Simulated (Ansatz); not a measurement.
The figure comes from a scan of Ti2O3 (corundum): a phonon pattern at Γ is frozen into a 10-atom cell, Q being the largest atomic displacement. These are LDA (plane waves to 420 eV, PAW, scalar-relativistic; Ansatz, an electronic-structure program) values and carry that method's errors. k mesh 11×11×11 (Γ-centred), Fermi-Dirac smearing 0.05 eV. E stands for the smeared free energy. Left out: 4 of 13 points, with atoms too close for the PAW data. With partly filled bands, energies and forces of such displacements shift with the k mesh and the smearing. Ti2O3 is run without spin polarisation and with no Hubbard U. Ti2O3 was relaxed with its symmetry unable to fall. The zero of ΔE is the undisplaced structure.

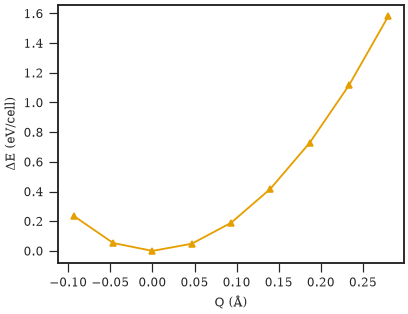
*ΔE (eV/cell) against Q (Å); one marker a computed point.*

Q: Turn the plot into a table (rounded to what can be read).

A: To the nearest 0.02:

```
Q (Å)   ΔE (eV/cell)
------  ------------
-0.093          0.24
-0.047          0.06
0.000           0.00
0.047           0.04
0.093           0.18
0.140           0.42
0.187           0.72
0.233           1.12
0.280           1.58
```

(A displaced cell: forces are minus the slopes of the energy, force constants its curvatures, and phonons follow from these.)
